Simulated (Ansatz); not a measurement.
**FH₆SSi₂ (charge +1): density, localisation and related maps**

```xyz
10

F    -0.1707    0.9215   -3.0610
S    -0.4753   -1.8325   -1.6894
Si    0.8144   -0.3019   -2.7762
Si   -2.1182   -0.6166   -0.6299
H     1.2170   -1.0145   -3.9963
H     1.8246    0.0200   -1.7598
H    -1.1851   -2.3207   -2.7323
H    -1.2891    0.2750    0.1989
H    -2.8702    0.0423   -1.7104
H    -2.8411   -1.6727    0.0975
```

Geometry: B3LYP/6-31G*.

All numbers below come from isolated molecule in a Gaussian basis; Kohn-Sham density functional theory, functional PBE0 in Ansatz.

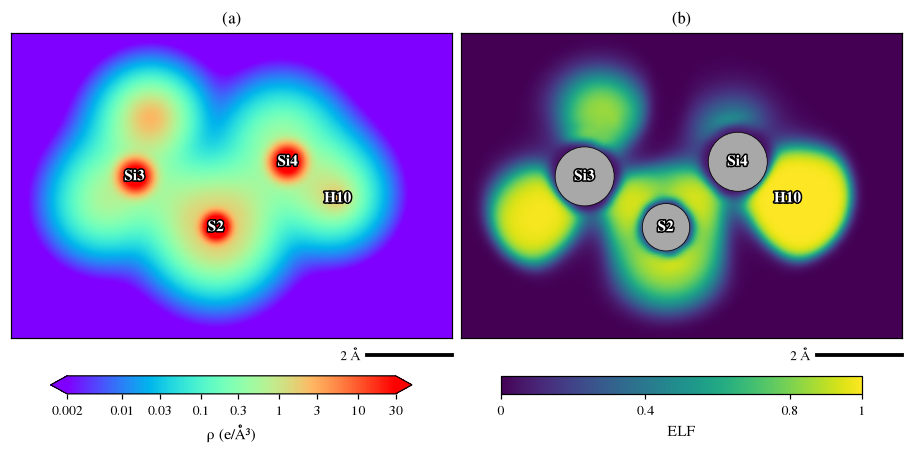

Figure 1. (a) electron density; (b) electron localisation function on the plane of atoms S2, Si4 and H10. Grey discs cover the atomic cores in the ELF map.

Question: What does the map show?

Answer: The plane passes through S, Si and H nuclei.
Si–S (2.28 Å): ρ at the midpoint is about 0.67 e/Å³, with its minimum of 0.52 e/Å³ about 0.8 Å from Si; the ELF peaks at about 0.95 between the atoms (a covalent bond).
Si–H (1.47 Å): ρ at the midpoint is about 0.86 e/Å³; the ELF climbs to about 1 towards the hydrogen, as it does in any bond to H.
The ELF also peaks beside S2 and F1, away from the bonds: lone-pair regions.

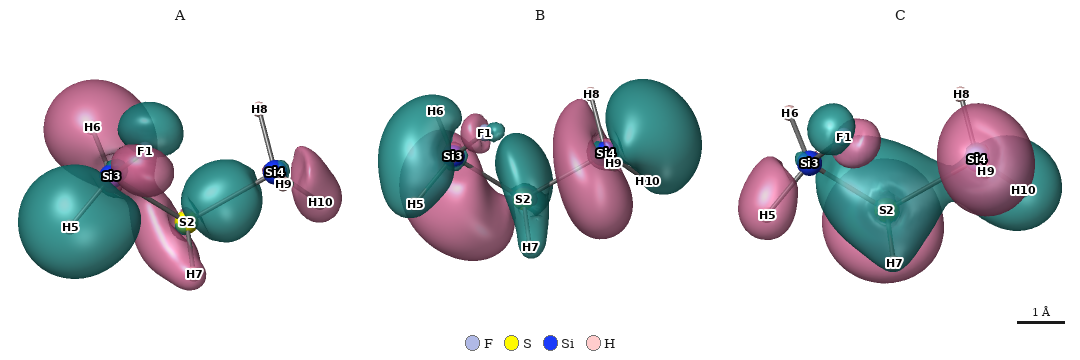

Figure 2. Three frontier orbitals at ±0.08 Å⁻³ᐟ² (teal and pink are the two phases), in no order.

Question: Which picture is the HOMO−1, the HOMO and the LUMO?

Answer: A is the HOMO−1 (−15.09 eV). Its weight (Hirshfeld) is mainly on Si3 (about 30 %), H5 (about 25 %), H6 (about 15 %), F1 (about 10 %) and S2 (about 10 %). C is the HOMO (−14.41 eV). By Hirshfeld shares it lies mainly on S2 (about 50 %), Si4 (about 15 %), H9 (about 10 %), Si3 (about 5 %) and H10 (about 5 %). B is the LUMO (−5.95 eV). It lies mainly on Si4 (about 35 %), S2 (about 25 %) and Si3 (about 25 %).

Question: What is the HOMO–LUMO gap?

Answer: 8.46 eV between the orbital energies.

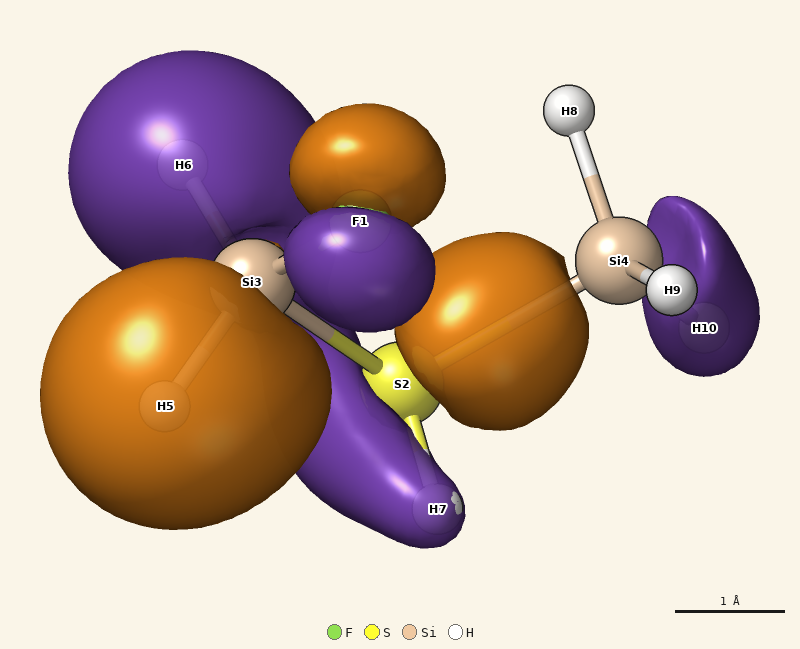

Figure 3. The HOMO−1 at ±0.08 Å⁻³ᐟ² (orange and purple are the two phases), seen at a tilt.

Question: Describe this orbital and give its energy.

Answer: It lies mainly on Si3 (about 30 %), H5 (about 25 %), H6 (about 15 %), F1 (about 10 %) and S2 (about 10 %). Its energy is −15.09 eV.
